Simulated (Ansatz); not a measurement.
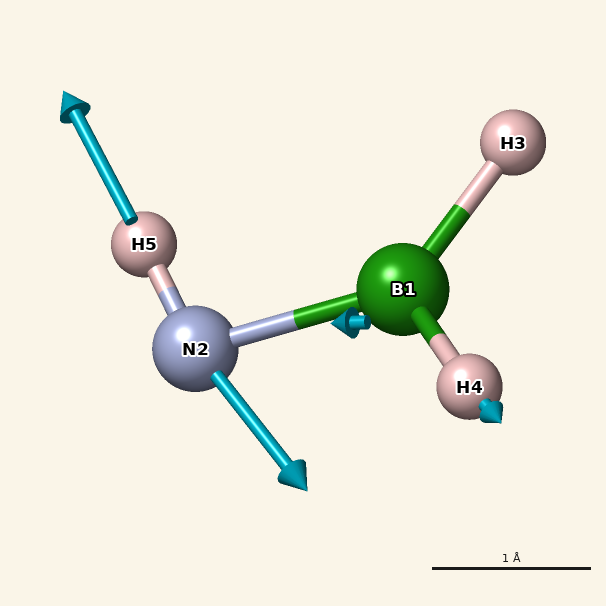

Arrows show the forces on the atoms, 0.06 Å of arrow for 1 eV/Å; forces under a tenth of the largest aren't drawn. The species has charge −1 and is a spin singlet. Level of theory: BHLYP-D4/def2-TZVPPD (Ansatz 0.2.0).

Which bond do the forces act along most?

Answer. N2–H5, now 0.811 Å: the forces push its atoms apart, so a first step downhill lengthens it.

List the force components in the frame of the picture (x right, y up, z towards the viewer), in eV/Å.

```tsv
atom	Fx	Fy	Fz
B1	−3.94	−0.13	−2.22
N2	9.62	−12.25	8.63
H3	−0.19	0.60	−0.30
H4	1.74	−2.00	2.10
H5	−7.24	13.79	−8.22
```
